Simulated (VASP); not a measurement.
Band structure of ZrO2 (space group P4_2/nmc). Computed with r2SCAN meta-GGA, VASP's PBE PAW potentials (set 64) (plane waves; VASP).

The path is coarsely sampled, so an indirect gap can come out somewhat too large.

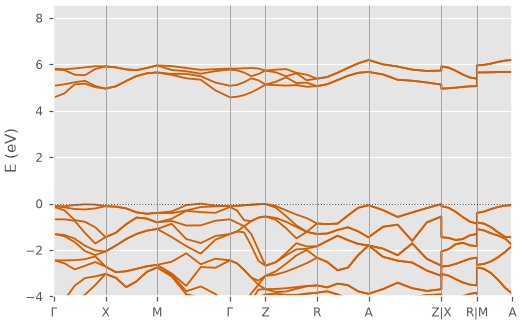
Figure: Bands along high-symmetry lines, zero at the valence-band maximum or, without a gap, the Fermi level

Problem. Read the plot: is there a gap, and where are the band edges?

Solution. The gap is indirect, 4.58 eV, from the valence maximum at M-Γ at 0.60 to the conduction minimum at Γ.

The structure comes from a computed database's ZrO2 entry (P4_2/nmc); how it stands against other phases isn't given here. It was relaxed first.
